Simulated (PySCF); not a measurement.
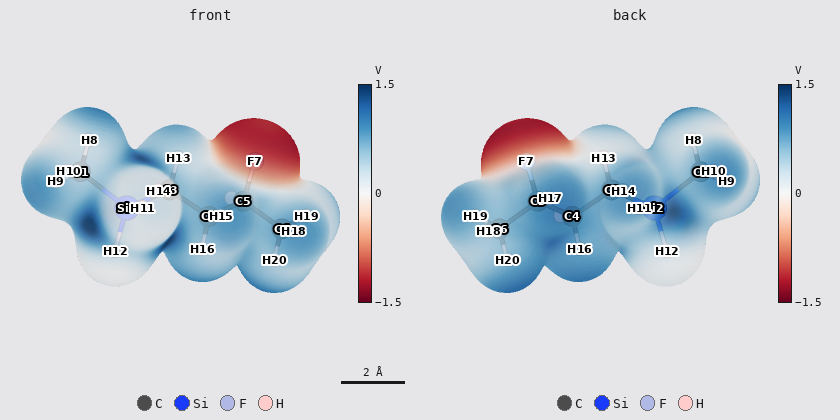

Figure 1: C₅H₁₃FSi. The electrostatic potential painted on the density surface at 0.004 e/bohr³, seen from the front and from behind; red is negative and blue positive.

Geometry: GFN2-xTB.

These are results of PBE0/pcSseg-1, SCF density, gas phase, non-relativistic (PySCF), not measurements.

| atom | x (Å) | y (Å) | z (Å) |
| --- | --- | --- | --- |
| C | -3.5917 | 0.2488 | -0.3466 |
| Si | -2.0263 | -0.4738 | 0.4430 |
| C | -0.5004 | 0.2400 | -0.4426 |
| C | 0.8120 | -0.2478 | 0.1601 |
| C | 2.0314 | 0.3480 | -0.5386 |
| C | 3.3451 | -0.1902 | 0.0067 |
| F | 2.0181 | 1.7245 | -0.3646 |
| H | -3.6228 | 1.3300 | -0.2458 |
| H | -4.4834 | -0.1497 | 0.1266 |
| H | -3.6506 | 0.0162 | -1.4061 |
| H | -1.9720 | -0.1280 | 1.8695 |
| H | -2.0201 | -1.9388 | 0.3130 |
| H | -0.5176 | 1.3302 | -0.3961 |
| H | -0.5221 | -0.0239 | -1.5023 |
| H | 0.8544 | 0.0252 | 1.2159 |
| H | 0.8766 | -1.3344 | 0.0895 |
| H | 1.9677 | 0.1946 | -1.6245 |
| H | 3.4021 | -0.0107 | 1.0776 |
| H | 4.1825 | 0.3081 | -0.4752 |
| H | 3.4118 | -1.2577 | -0.1796 |

Which sites attract a positive test charge, and which a negative one?

Answer. A positive charge is drawn to the negative regions and a negative charge to the positive ones. The most negative region (about −1.3 V) lies over F7, the most positive (about +1.4 V) over Si2.

How polar is the molecule by this calculation?

Answer. Its dipole moment is 1.47 D.
